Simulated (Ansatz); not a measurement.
Input file:

```
crystal:
  periodic: [false, false, false]
  atoms:
    - { symbol: O, position_ang: [-0.283, -0.6846, 1.5644] }
    - { symbol: C, position_ang: [0.6013, -0.779, 0.5169] }
    - { symbol: F, position_ang: [1.2766, -1.951, 0.6883] }
    - { symbol: O, position_ang: [0.0173, -0.8366, -0.7254] }
    - { symbol: Ge, position_ang: [-0.6514, 0.7922, -1.1721] }
    - { symbol: H, position_ang: [0.193, -0.5119, 2.3862] }
    - { symbol: H, position_ang: [0.40411, -1.66987, -1.09438] }
    - { symbol: H, position_ang: [-1.5884, 1.3315, -0.0697] }
    - { symbol: H, position_ang: [0.5486, 1.7917, -1.2448] }
    - { symbol: H, position_ang: [-1.4006, 0.7333, -2.4859] }
magnetization:
  spin_polarized: true
basis:
  gaussian: { orbitals: def2-SVP }
hamiltonian:
  xc: hf
relax:
  f_tol: 0.02
  max_steps: 50
output:
  orbitals: {}
```

Command:

```sh
ansatz run input.yaml --threads 2 --pin off --max-ram 3072MiB --backend cpu --events-out ev --progress --plain --runs-dir out
```

The fields are those of the relaxed geometry.

At this geometry the atoms fall into two loosely joined parts.

The calculation used UHF/def2-SVP (Ansatz).

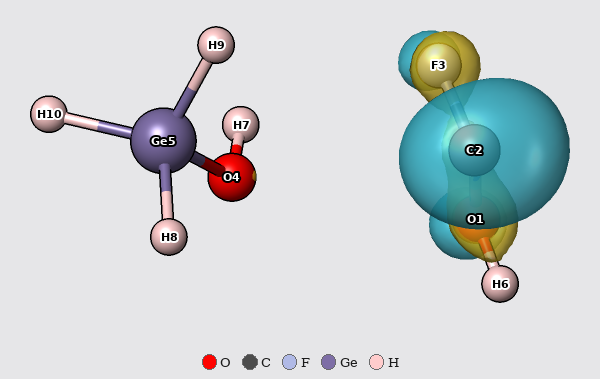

CH₅FGeO₂. The HOMO at ±0.2 Å⁻³ᐟ² (yellow and cyan are the two phases), seen at a tilt.

### Where does this orbital lie, and at what energy?

By Hirshfeld shares it lies mainly on C2 (about 70 %), O1 (about 15 %) and F3 (about 10 %). Its energy is −11.20 eV.
